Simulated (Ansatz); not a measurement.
Take SrTiO₃ in the cubic perovskite structure (space group Pm-3m, No. 221; a = 3.891 Å) as the base.

The change: an isotropic linear strain of +1.80 %, atoms relaxed at fixed cell.

Computed with plane-wave PAW DFT at the PBEsol level (Ansatz, a program for electronic structure, 420 eV), scalar-relativistic without spin-orbit coupling.

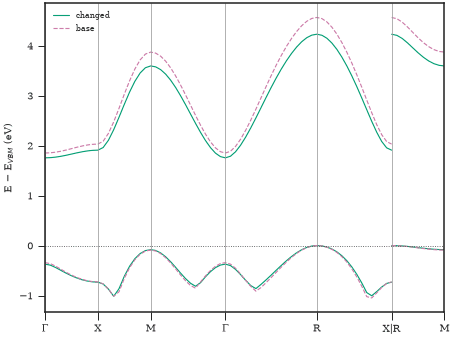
Highest valence and lowest conduction band along the path, each from its own valence-band maximum

Question: From the figure, how large is the changed gap, and is it direct?

Answer: About 1.8 eV, indirect, R → Γ.

No phonon test of stability was made. The final runs are not spin-polarised. Many cubic perovskites are stable only at high temperature; tilts and polar distortions were not tested.
